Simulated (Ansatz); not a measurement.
# AlFH3NS: a spread of methods and bases

Aim: run AlFH3NS under a spread of inputs, and see what each costs and gives.

The runs use Ansatz 0.2.0, Gaussian basis; the settings change from run to run.

### 1 The geometry

An earlier PBE0-D4 in a triple-zeta def2 set relaxation fixed the geometry.

7 atoms, charge 0, spin multiplicity 1.

Atoms are counted from 1 here; the program's logs count them from 0.

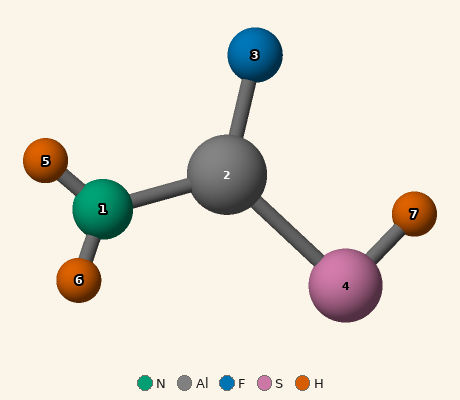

The geometry (nitrogen teal, aluminium grey, fluorine blue, sulfur pink, hydrogen orange); atoms are numbered from 1 in the order of the file.

### 2 SPW92/x2c-TZVPPall

Options: atoms shaken by 0.03 Å.

in.yaml

```yaml
crystal:
  periodic: [false, false, false]
  atoms:
    - {symbol: N, position_ang: [-0.880304, 0.817415, 0.823243]}
    - {symbol: Al, position_ang: [0.306949, -0.119901, 0.010222]}
    - {symbol: F, position_ang: [1.892073, -0.257246, 0.696581]}
    - {symbol: S, position_ang: [-0.025651, -1.167574, -1.878227]}
    - {symbol: H, position_ang: [-0.716731, 1.334994, 1.743810]}
    - {symbol: H, position_ang: [-1.825490, 0.923651, 0.496540]}
    - {symbol: H, position_ang: [1.180863, -1.631268, -1.917828]}
basis:
  gaussian: {orbitals: x2c-TZVPPall}
hamiltonian: {xc: {name: SPW92}}
output: {forces: true}
```

Launch:

```bash
> ansatz run in.yaml --threads 2 --pin off --events-out ev --progress --plain --max-ram 32768MiB --backend cpu
```

Log:

```text
Functional definition: SPW92
  name "SPW92"
  cite "Dirac, Proc. Camb. Phil. Soc. 26, 376 (1930) doi:10.1017/S0305004100016108"
  cite "Slater, Phys. Rev. 81, 385 (1951) doi:10.1103/PhysRev.81.385"
  cite "Perdew & Wang, Phys. Rev. B 45, 13244 (1992) doi:10.1103/PhysRevB.45.13244"
  exchange = slater_x
  correlation = pw_c
1047 factors; their error is unknown
mean field evaluation 1: about -21630.0446 eV, gradient 8.6e1 eV
mean field evaluation 2: about -21578.4043 eV, gradient 1.6e2 eV
mean field evaluation 4: about -21642.8580 eV, gradient 1.5e1 eV
mean field evaluation 8: about -21643.3649 eV, gradient 2.2e-1 eV
mean field evaluation 16: about -21643.3473 eV, gradient 2.7e-3 eV
mean field -21643.34728748 eV, -795.3783424272 hartree, gradient 3.9e-5 eV, S^2 0.000000; 0 other end points of the search recorded, 0 dependent functions left out
the calculation of the forces begins
reference -21643.34732486 eV, -795.3783438010 hartree; 24, 24 occupied and 164, 164 virtual orbitals, 1047 factors
Total energy: -21643.34732486 eV, -795.3783438010 hartree
Relativity: scalar
Atom 0 at    -0.880304     0.817415     0.823243 Å, force     0.311546     1.136424     1.997570 eV/Å
Atom 1 at     0.306949    -0.119901     0.010222 Å, force     2.376240    -0.745917     0.137621 eV/Å
Atom 2 at     1.892073    -0.257246     0.696581 Å, force    -1.759759     0.171903    -0.729231 eV/Å
Atom 3 at    -0.025651    -1.167574    -1.878227 Å, force    -1.773651     0.811442     0.275893 eV/Å
Atom 4 at    -0.716731     1.334994     1.743810 Å, force    -0.355559    -0.928661    -1.682276 eV/Å
Atom 5 at    -1.825490     0.923651     0.496540 Å, force    -0.511928     0.154247    -0.041053 eV/Å
Atom 6 at     1.180863    -1.631268    -1.917828 Å, force     1.713111    -0.599438     0.041477 eV/Å
Dipole moment:    -0.370374     0.189043     0.108254 e Å
```

Run time: 3.1 s. Hardware: 2 threads, shared host.

Largest force 2.494 eV/Å, dipole 2.06 D.

### 3 revPBE/cc-pVDZ

This run has multiplicity 3, restricted open-shell orbitals, D3(BJ) dispersion, relativity set to none.

in.yaml

```yaml
crystal:
  periodic: [false, false, false]
  atoms:
    - {symbol: N, position_ang: [-0.857094, 0.816828, 0.836481]}
    - {symbol: Al, position_ang: [0.369649, -0.126075, 0.014811]}
    - {symbol: F, position_ang: [1.871876, -0.254690, 0.680212]}
    - {symbol: S, position_ang: [-0.032383, -1.136861, -1.865303]}
    - {symbol: H, position_ang: [-0.715309, 1.299956, 1.707969]}
    - {symbol: H, position_ang: [-1.797584, 0.950122, 0.504468]}
    - {symbol: H, position_ang: [1.222044, -1.617280, -1.924438]}
basis:
  gaussian: {orbitals: cc-pVDZ}
magnetization: {spin_polarized: false, initial_magnetization: 2}
hamiltonian: {xc: {name: revPBE}, dispersion: d3bj, pseudopotentials: {relativity: none}}
output: {forces: true}
```

Launched as before.

Log (excerpt; [...] marks lines left out):

```text
Functional definition: revPBE
  name "revPBE"
  cite "Zhang & Yang, Phys. Rev. Lett. 80, 890 (1998) doi:10.1103/PhysRevLett.80.890"
  cite "Perdew, Burke & Ernzerhof, Phys. Rev. Lett. 77, 3865 (1996) doi:10.1103/PhysRevLett.77.3865"
[...]
1012 factors; their error is unknown
[...]
mean field -21682.21903626 eV, -796.8068528466 hartree, gradient 2.3e-5 eV, S^2 2.000000; 8 other end points of the search recorded, 0 dependent functions left out
[...]
reference -21682.21908543 eV, -796.8068546535 hartree; 25, 23 occupied and 54, 56 virtual orbitals, 1012 factors
Total energy: -21682.51798340 eV, -796.8178389514 hartree
Atom 0 at    -0.857094     0.816828     0.836481 Å, force    -1.458194     1.020574     0.816123 eV/Å
Atom 1 at     0.369649    -0.126075     0.014811 Å, force     1.060317    -0.544419    -0.275026 eV/Å
Atom 2 at     1.871876    -0.254690     0.680212 Å, force     2.256069    -0.197258     0.994325 eV/Å
Atom 3 at    -0.032383    -1.136861    -1.865303 Å, force    -1.356460    -0.988437    -2.395093 eV/Å
Atom 4 at    -0.715309     1.299956     1.707969 Å, force     0.140525     0.818553     1.416699 eV/Å
Atom 5 at    -1.797584     0.950122     0.504468 Å, force    -1.464728     0.253171    -0.442276 eV/Å
Atom 6 at     1.222044    -1.617280    -1.924438 Å, force     0.822471    -0.362184    -0.114752 eV/Å
Dipole moment:    -0.537906     0.162165    -0.049062 e Å
```

Wall time 17 s (2 threads, shared host).

Largest force 2.925 eV/Å, dipole 2.71 D.

### 4 LC-wPBE/def2-mTZVPP

This run has charge +1, multiplicity 2, atoms shaken by 0.15 Å.

in.yaml

```yaml
crystal:
  periodic: [false, false, false]
  atoms:
    - {symbol: N, position_ang: [-0.735092, 0.775042, 0.773828]}
    - {symbol: Al, position_ang: [0.376584, -0.065599, -0.015935]}
    - {symbol: F, position_ang: [2.102722, -0.222894, 0.843469]}
    - {symbol: S, position_ang: [0.060033, -0.974404, -1.619832]}
    - {symbol: H, position_ang: [-0.830077, 1.168575, 1.706158]}
    - {symbol: H, position_ang: [-1.837535, 1.312981, 0.572624]}
    - {symbol: H, position_ang: [1.273227, -1.665302, -1.913408]}
basis:
  gaussian: {orbitals: def2-mTZVPP}
total_charge: 1
magnetization: {spin_polarized: true, initial_magnetization: 1}
hamiltonian: {xc: {name: LC-wPBE}}
```

Launched as before.

Log (excerpt; [...] marks lines left out):

```text
Functional definition: LC-wPBE
  name "LC-wPBE"
  cite "Vydrov & Scuseria, J. Chem. Phys. 125, 234109 (2006) doi:10.1063/1.2409292"
  cite "Heyd & Scuseria, J. Chem. Phys. 120, 7274 (2004) doi:10.1063/1.1668634"
  cite "Ernzerhof & Perdew, J. Chem. Phys. 109, 3313 (1998) doi:10.1063/1.476928"
  cite "Perdew, Burke & Ernzerhof, Phys. Rev. Lett. 77, 3865 (1996) doi:10.1103/PhysRevLett.77.3865"
  parent pbe
[...]
959 factors; their error is unknown
359 factors; integrals over basis functions are off by at most 2.5e-5 eV
[...]
mean field -21672.92333695 eV, -796.4652421977 hartree, gradient 2.1e-5 eV, S^2 0.771521; 4 other end points of the search recorded, 0 dependent functions left out
reference -21672.92333695 eV, -796.4652421979 hartree; 24, 23 occupied and 88, 89 virtual orbitals, 959 factors
Total energy: -21672.92333695 eV, -796.4652421979 hartree
```

Run time: 14 s. Hardware: 2 threads, shared host.

⟨S²⟩ 0.772.

### 5 revPBE0/cc-pVDZ

Options: unrestricted orbitals, a grid of angular degree 23, a point charge of 1.00 e beside it, D4 dispersion.

in.yaml

```yaml
crystal:
  periodic: [false, false, false]
  atoms:
    - {symbol: N, position_ang: [-0.857094, 0.816828, 0.836481]}
    - {symbol: Al, position_ang: [0.369649, -0.126075, 0.014811]}
    - {symbol: F, position_ang: [1.871876, -0.254690, 0.680212]}
    - {symbol: S, position_ang: [-0.032383, -1.136861, -1.865303]}
    - {symbol: H, position_ang: [-0.715309, 1.299956, 1.707969]}
    - {symbol: H, position_ang: [-1.797584, 0.950122, 0.504468]}
    - {symbol: H, position_ang: [1.222044, -1.617280, -1.924438]}
basis:
  gaussian: {orbitals: cc-pVDZ, final_grid: {core_spheres: 8, valence_spheres: 7, degree: 23}, point_charges: [{charge: 1.00, position_ang: [6.584, 0.706, -0.319]}]}
magnetization: {spin_polarized: true, initial_magnetization: 0}
hamiltonian: {xc: {name: revPBE0}, dispersion: d4}
output: {forces: true}
```

Same command.

Log (excerpt; [...] marks lines left out):

```text
Functional definition: revPBE0
  name "revPBE0"
  cite "Zhang & Yang, Phys. Rev. Lett. 80, 890 (1998) doi:10.1103/PhysRevLett.80.890"
  cite "Adamo & Barone, J. Chem. Phys. 110, 6158 (1999) doi:10.1063/1.478522"
  cite "Perdew, Burke & Ernzerhof, Phys. Rev. Lett. 77, 3865 (1996) doi:10.1103/PhysRevLett.77.3865"
[...]
769 factors; integrals over basis functions are off by at most 1.2e-3 eV
[...]
mean field -21687.25126521 eV, -796.9917838495 hartree, gradient 1.4e-5 eV, S^2 0.000000; 0 other end points of the search recorded, 0 dependent functions left out
[...]
reference -21687.25130356 eV, -796.9917852589 hartree; 24, 24 occupied and 55, 55 virtual orbitals, 769 factors
Total energy: -21687.55891704 eV, -797.0030898459 hartree
Atom 0 at    -0.857094     0.816828     0.836481 Å, force     0.083860     0.071394     0.053772 eV/Å
Atom 1 at     0.369649    -0.126075     0.014811 Å, force    -1.378950    -0.062752    -0.594375 eV/Å
Atom 2 at     1.871876    -0.254690     0.680212 Å, force     1.684856    -0.065472     0.572672 eV/Å
Atom 3 at    -0.032383    -1.136861    -1.865303 Å, force    -0.234927     0.015565    -0.228343 eV/Å
Atom 4 at    -0.715309     1.299956     1.707969 Å, force    -0.020011     0.174266     0.318116 eV/Å
Atom 5 at    -1.797584     0.950122     0.504468 Å, force    -0.344151     0.054037    -0.106608 eV/Å
Atom 6 at     1.222044    -1.617280    -1.924438 Å, force     0.271143    -0.168941    -0.046023 eV/Å
Dipole moment:    -0.394272     0.156845     0.114215 e Å
```

Run time: 3.9 s. Hardware: 2 threads, shared host.

Largest force 1.781 eV/Å, dipole 2.11 D, ⟨S²⟩ 0.000.

### 6 RPBE/cc-pVTZ-DK

This run has a grid of angular degree 11.

Edit in.yaml of step 5 so:

```diff
@@ -11,5 +11,4 @@
 basis:
-  gaussian: {orbitals: cc-pVDZ, final_grid: {core_spheres: 8, valence_spheres: 7, degree: 23}, point_charges: [{charge: 1.00, position_ang: [6.584, 0.706, -0.319]}]}
-magnetization: {spin_polarized: true, initial_magnetization: 0}
-hamiltonian: {xc: {name: revPBE0}, dispersion: d4}
+  gaussian: {orbitals: cc-pVTZ-DK, final_grid: {core_spheres: 5, valence_spheres: 4, degree: 11}}
+hamiltonian: {xc: {name: RPBE}}
 output: {forces: true}
```

Launched as before.

Log (excerpt; [...] marks lines left out):

```text
Functional definition: RPBE
  name "RPBE"
  cite "Hammer, Hansen & Nørskov, Phys. Rev. B 59, 7413 (1999) doi:10.1103/PhysRevB.59.7413"
  cite "Perdew, Burke & Ernzerhof, Phys. Rev. Lett. 77, 3865 (1996) doi:10.1103/PhysRevLett.77.3865"
[...]
1044 factors; their error is unknown
[...]
mean field -21737.77764531 eV, -798.8485940703 hartree, gradient 8.1e-5 eV, S^2 0.000000; 0 other end points of the search recorded, 0 dependent functions left out
[...]
reference -21737.77768165 eV, -798.8485954056 hartree; 24, 24 occupied and 146, 146 virtual orbitals, 1044 factors
Total energy: -21737.77768165 eV, -798.8485954056 hartree
Relativity: scalar
Atom 0 at    -0.857094     0.816828     0.836481 Å, force    -0.336260     0.158437     0.063808 eV/Å
Atom 1 at     0.369649    -0.126075     0.014811 Å, force    -0.451525    -0.061098    -0.362286 eV/Å
Atom 2 at     1.871876    -0.254690     0.680212 Å, force     1.047055    -0.097647     0.448363 eV/Å
Atom 3 at    -0.032383    -1.136861    -1.865303 Å, force    -0.347981    -0.060198    -0.303170 eV/Å
Atom 4 at    -0.715309     1.299956     1.707969 Å, force     0.035174     0.185207     0.323605 eV/Å
Atom 5 at    -1.797584     0.950122     0.504468 Å, force    -0.271116     0.066779    -0.050008 eV/Å
Atom 6 at     1.222044    -1.617280    -1.924438 Å, force     0.324653    -0.191481    -0.120312 eV/Å
Dipole moment:    -0.249216     0.166378     0.125141 e Å
```

Run time: 6 s. Hardware: 2 threads, shared host.

Largest force 1.143 eV/Å, dipole 1.56 D.

### 7 PBE/pcseg-2

Options: a point charge of 2.00 e beside it, high accuracy.

Edit in.yaml of step 6 so:

```diff
@@ -11,4 +11,5 @@
 basis:
-  gaussian: {orbitals: cc-pVTZ-DK, final_grid: {core_spheres: 5, valence_spheres: 4, degree: 11}}
-hamiltonian: {xc: {name: RPBE}}
+  gaussian: {orbitals: pcseg-2, point_charges: [{charge: 2.00, position_ang: [5.303, 0.716, -0.548]}]}
+hamiltonian: {xc: {name: PBE}}
+accuracy: high
 output: {forces: true}
```

The command is unchanged.

Log (excerpt; [...] marks lines left out):

```text
Functional definition: PBE
  name "PBE"
  cite "Perdew, Burke & Ernzerhof, Phys. Rev. Lett. 77, 3865 (1996) doi:10.1103/PhysRevLett.77.3865"
  parent pbe
[...]
3014 factors; integrals over basis functions are off by at most 3.3e-8 eV
[...]
mean field -21683.31211181 eV, -796.8470226323 hartree, gradient 4.0e-8 eV, S^2 0.000000; 0 other end points of the search recorded, 0 dependent functions left out
[...]
reference -21683.31211661 eV, -796.8470228086 hartree; 24, 24 occupied and 146, 146 virtual orbitals, 3014 factors
Total energy: -21683.31211661 eV, -796.8470228086 hartree
Atom 0 at    -0.857094     0.816828     0.836481 Å, force     0.659666    -0.144623    -0.125178 eV/Å
Atom 1 at     0.369649    -0.126075     0.014811 Å, force    -1.952283    -0.104237    -0.369315 eV/Å
Atom 2 at     1.871876    -0.254690     0.680212 Å, force     1.948104     0.208920     0.171417 eV/Å
Atom 3 at    -0.032383    -1.136861    -1.865303 Å, force    -0.008028     0.184883    -0.080502 eV/Å
Atom 4 at    -0.715309     1.299956     1.707969 Å, force    -0.074694     0.180892     0.378381 eV/Å
Atom 5 at    -1.797584     0.950122     0.504468 Å, force    -0.399430     0.063269    -0.139164 eV/Å
Atom 6 at     1.222044    -1.617280    -1.924438 Å, force     0.217167    -0.251544    -0.045239 eV/Å
Dipole moment:    -0.713556     0.076110     0.099191 e Å
```

It took 18 s on 2 threads, shared host; peak memory 0.63 GiB.

Largest force 1.990 eV/Å, dipole 3.48 D.

### 8 B97M-V/def2-SVP

This run has multiplicity 3, relativity set to scalar, high accuracy.

Edit in.yaml of step 7 so:

```diff
@@ -11,5 +11,5 @@
 basis:
-  gaussian: {orbitals: pcseg-2, point_charges: [{charge: 2.00, position_ang: [5.303, 0.716, -0.548]}]}
-hamiltonian: {xc: {name: PBE}}
+  gaussian: {orbitals: def2-SVP}
+magnetization: {spin_polarized: true, initial_magnetization: 2}
+hamiltonian: {xc: {name: B97M-V}, pseudopotentials: {relativity: scalar}}
 accuracy: high
-output: {forces: true}
```

Same command.

Log (excerpt; [...] marks lines left out):

```text
Functional definition: B97M-V
  name "B97M-V"
  cite "Mardirossian & Head-Gordon, J. Chem. Phys. 142, 074111 (2015) doi:10.1063/1.4907719"
  cite "Becke, J. Chem. Phys. 107, 8554 (1997) doi:10.1063/1.475007"
  cite "Vydrov & Van Voorhis, J. Chem. Phys. 133, 244103 (2010) doi:10.1063/1.3521275"
  # Of w^i u^j: cxij and so on, Table III.
[...]
  gx(w, u) = cx00 + cx01*u + cx02*u^2 + (cx10 + cx11*u)*w
  gss(w, u) = css00 + css02*u^2 + css10*w + (css32*w^3 + css42*w^4)*u^2
  gos(w, u) = cos00 + cos01*u + cos03*u^3 + cos10*w + cos32*w^3*u^2
[...]
      + integral(e_c_pw_mod_opposite_spin*gos(b97_w_opposite, b97_u_opposite)) + vv10(b, c)
1651 factors; integrals over basis functions are off by at most 2.3e-8 eV
[...]
mean field -21712.57950396 eV, -797.9225794557 hartree, gradient 1.2e-8 eV, S^2 2.005617; 8 other end points of the search recorded, 0 dependent functions left out
reference -21712.57951095 eV, -797.9225797123 hartree; 25, 23 occupied and 54, 56 virtual orbitals, 1651 factors
Total energy: -21712.57951095 eV, -797.9225797123 hartree
Relativity: scalar
```

Run time: 85 s. Hardware: 2 threads, shared host; peak memory 0.89 GiB.

⟨S²⟩ 2.006.

### 9 RPA/def2-TZVP

Options: multiplicity 3.

Edit in.yaml of step 8 so:

```diff
@@ -11,5 +11,5 @@
 basis:
-  gaussian: {orbitals: def2-SVP}
+  gaussian: {orbitals: def2-TZVP}
 magnetization: {spin_polarized: true, initial_magnetization: 2}
-hamiltonian: {xc: {name: B97M-V}, pseudopotentials: {relativity: scalar}}
-accuracy: high
+hamiltonian: {xc: {name: PBE0}}
+correlation: {method: rpa}
```

Same command.

Log (excerpt; [...] marks lines left out):

```text
Functional definition: PBE0
  name "PBE0"
  cite "Adamo & Barone, J. Chem. Phys. 110, 6158 (1999) doi:10.1063/1.478522"
  cite "Perdew, Burke & Ernzerhof, Phys. Rev. Lett. 77, 3865 (1996) doi:10.1103/PhysRevLett.77.3865"
  parent pbe
[...]
1000 factors; integrals over basis functions are off by at most 1.2e-3 eV
[...]
mean field -21678.38358693 eV, -796.6659026836 hartree, gradient 2.8e-6 eV, S^2 2.009188; 8 other end points of the search recorded, 0 dependent functions left out
12 core orbitals not correlated: weight in the atoms' cores, before any rotation towards them, 1.000 or more for the frozen orbitals, at most 0.000 for the correlated occupied ones
reference -21635.58133334 eV, -795.0929488764 hartree; 13, 11 occupied and 129, 131 virtual orbitals, 1000 factors
Total energy: -21664.18258323 eV, -796.1440254232 hartree
```

Wall time 35 s (2 threads, shared host); peak memory 0.56 GiB.

⟨S²⟩ 2.009.

### 10 revPBE/pcseg-2

This run has atoms shaken by 0.08 Å, D4 dispersion, high accuracy.

in.yaml

```yaml
crystal:
  periodic: [false, false, false]
  atoms:
    - {symbol: N, position_ang: [-0.803825, 0.899011, 0.955388]}
    - {symbol: Al, position_ang: [0.379379, -0.282958, 0.017614]}
    - {symbol: F, position_ang: [1.924034, -0.233105, 0.613862]}
    - {symbol: S, position_ang: [-0.099132, -1.121948, -1.798730]}
    - {symbol: H, position_ang: [-0.603867, 1.321219, 1.627421]}
    - {symbol: H, position_ang: [-1.748826, 0.939168, 0.456085]}
    - {symbol: H, position_ang: [1.148216, -1.622935, -1.945578]}
basis:
  gaussian: {orbitals: pcseg-2}
hamiltonian: {xc: {name: revPBE}, dispersion: d4}
accuracy: high
```

The command is unchanged.

Log:

```text
Functional definition: revPBE
  name "revPBE"
  cite "Zhang & Yang, Phys. Rev. Lett. 80, 890 (1998) doi:10.1103/PhysRevLett.80.890"
  cite "Perdew, Burke & Ernzerhof, Phys. Rev. Lett. 77, 3865 (1996) doi:10.1103/PhysRevLett.77.3865"
  parameter kappa = 1.245
  parameter beta = 0.06672455060314922
  exchange = pbe_x(kappa = kappa, mu = beta*pi^2/3)
  correlation = pbe_c(beta = beta)
2997 factors; integrals over basis functions are off by at most 2.2e-8 eV
mean field evaluation 1: about -21673.2580 eV, gradient 9.1e1 eV
mean field evaluation 2: about -21603.2751 eV, gradient 1.6e2 eV
mean field evaluation 4: about -21687.9247 eV, gradient 1.9e1 eV
mean field evaluation 8: about -21688.6502 eV, gradient 7.5e-1 eV
mean field evaluation 16: about -21688.6383 eV, gradient 1.3e-4 eV
mean field -21688.63834435 eV, -797.0427580678 hartree, gradient 5.2e-8 eV, S^2 0.000000; 0 other end points of the search recorded, 0 dependent functions left out
reference -21688.63835040 eV, -797.0427582901 hartree; 24, 24 occupied and 146, 146 virtual orbitals, 2997 factors
Total energy: -21688.99626668 eV, -797.0559114706 hartree
```

Wall time 14 s (2 threads, shared host); peak memory 0.63 GiB.

### 11 All runs side by side

| level | charge | multiplicity | geometry | functions | energy (eV) | time |
| --- | --- | --- | --- | --- | --- | --- |
| SPW92/x2c-TZVPPall | 0 | 1 | shaken | 188 | -21643.347 | 3.1 s |
| revPBE/cc-pVDZ | 0 | 3 | relaxed | 79 | -21682.518 | 17 s |
| LC-wPBE/def2-mTZVPP | 1 | 2 | shaken | 112 | -21672.923 | 14 s |
| revPBE0/cc-pVDZ | 0 | 1 | relaxed, point charge | 79 | -21687.559 | 3.9 s |
| RPBE/cc-pVTZ-DK | 0 | 1 | relaxed | 170 | -21737.778 | 6 s |
| PBE/pcseg-2 | 0 | 1 | relaxed, point charge | 170 | -21683.312 | 18 s |
| B97M-V/def2-SVP | 0 | 3 | relaxed | 79 | -21712.580 | 85 s |
| RPA/def2-TZVP | 0 | 3 | relaxed | 154 | -21664.183 | 35 s |
| revPBE/pcseg-2 | 0 | 1 | shaken | 170 | -21688.996 | 14 s |

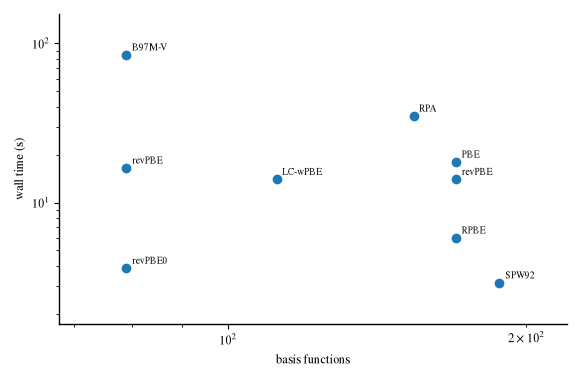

Wall time against the number of basis functions (shared host).

### 12 Results

| quantity | value |
| --- | --- |
| runs | 9 |
| quickest | SPW92/x2c-TZVPPall, 3.1 s |
| slowest | B97M-V/def2-SVP, 85 s |

In words: The runs differ in state or geometry as well as level, so their energies can't be set against each other. Run time spans a factor of 27, from SPW92/x2c-TZVPPall to B97M-V/def2-SVP. The jobs differ in tasks and options as well as level. At the PBE0-D4/def2-TZVP geometry and in the same state, runs without warnings or point charges leave forces up to 1.14 eV/Å (RPBE/cc-pVTZ-DK), against 2.5 eV/Å where the atoms were moved.
